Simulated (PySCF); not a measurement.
Molecule: SMILES [Cl][Ge]([NH][SiH2]F)([Cl])[Cl], singlet. Atoms near the plane z = 0.0 Å, at the B3LYP/def2-SVP optimised geometry (x, y, z in Å): Si1 (1.2, 0.3, 0.8), F2 (1.7, 1.5, -0.3), N3 (0.1, -0.8, 0.0), Ge4 (-1.7, -0.8, 0.0), Cl7 (-2.4, 1.2, 0.0), H10 (0.5, -1.5, -0.6).

Computed with PySCF with B3LYP/def2-TZVP. Cells within 0.4 Å of a nucleus heavier than hydrogen are left out (blank, or x). The values are rescaled to run from 0 to 1.

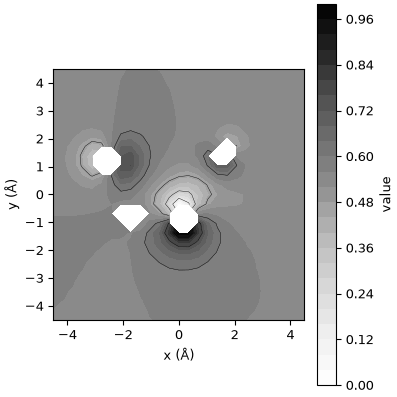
*a field on the plane z = 0.0 Å.*

### Question
Which quantity is mapped?
A) electrostatic potential
B) electron localisation function
C) log10 of the electron density
D) an orbital amplitude

### Answer
D, an orbital amplitude. In full: HOMO amplitude (bohr^(-3/2)).
